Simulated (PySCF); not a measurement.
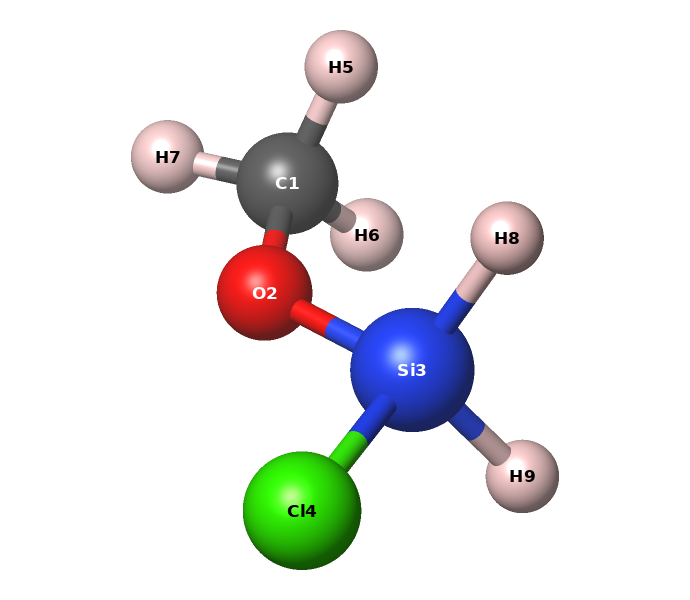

Atoms carry their numbers in the input. The geometry was computed by an optimisation with PBE0-D3(BJ)/def2-SVP. No frequency run is at hand to confirm it as a minimum.

> What is the geometry at C1?

C1 has 4 neighbours (O2 at 1.40, H5 at 1.11, H6 at 1.11, H7 at 1.10 Å); the arrangement is tetrahedral.

> How are the neighbours of atom 2 arranged?

O2 has 2 neighbours (C1 at 1.40, Si3 at 1.65 Å); the arrangement is bent.

> How are the neighbours of atom 3 arranged?

Si3 has 4 neighbours (O2 at 1.65, Cl4 at 2.05, H8 at 1.49, H9 at 1.49 Å); the arrangement is tetrahedral.

> What is the dihedral angle C1–O2–Si3–Cl4?

177° in size, that is anti.
